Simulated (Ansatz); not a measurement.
The starting structures come from a database of crystals and need not be the phases stable at ambient conditions.

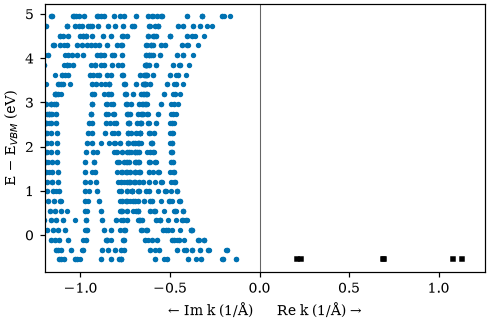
Complex bands at the centre of the two-dimensional zone; r2SCAN in Ansatz (a quantum-chemistry and plane-wave program)

No gap correction and no spin-orbit coupling; mid-gap values are interpolated between computed energies.

Q: This is LaOF (R-3m, not sure to be the ambient phase, 6 atoms a cell, 15.9 Å³ an atom) along the normal of (100). Read off the slowest decay at the centre of the two-dimensional zone at 2.31 eV, the computed energy nearest the middle of the gap.

A: κ ≈ 0.48 1/Å, a decay length 1/(2κ) of the density of 1.0 Å.
